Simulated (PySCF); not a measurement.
B(H)(OMe)(tBu), SMILES COBC(C)(C)C (C₅H₁₃BO), singlet at its GFN2-xTB optimised geometry (Å):

```
20

B     -0.1925    -0.7399     0.0000
H     -0.8087    -1.7530     0.0008
O      1.1324    -0.7399     0.0000
C      1.9396    -1.8883    -0.0002
H      2.5713    -1.8730    -0.8915
H      2.5789    -1.8678     0.8856
H      1.3419    -2.8045     0.0050
C     -0.9558     0.6754     0.0000
C     -1.8594     0.7715    -1.2394
C     -1.8430     0.7788     1.2507
C      0.0150     1.8610    -0.0097
H     -2.4057     1.7138    -1.2388
H     -2.5789    -0.0438    -1.2541
H     -1.2661     0.7197    -2.1498
H     -2.5615    -0.0370     1.2802
H     -1.2377     0.7335     2.1534
H     -2.3903     1.7205     1.2511
H      0.6591     1.8308     0.8653
H      0.6463     1.8269    -0.8939
H     -0.5297     2.8045    -0.0079
```

Calculation: CAM-B3LYP/def2-SVP (PySCF). Cells within 0.4 Å of a nucleus heavier than hydrogen are left out (blank, or x).

Map of the HOMO−1 amplitude (bohr^(-3/2)) on the plane z = 0.0 Å; orbital energy -10.14 eV, overall sign arbitrary:

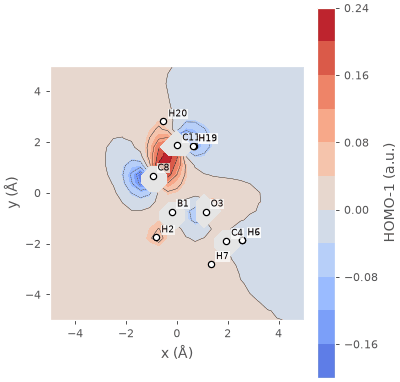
Fig. 1. HOMO−1 amplitude (bohr^(-3/2)) on the plane z = 0.0 Å.
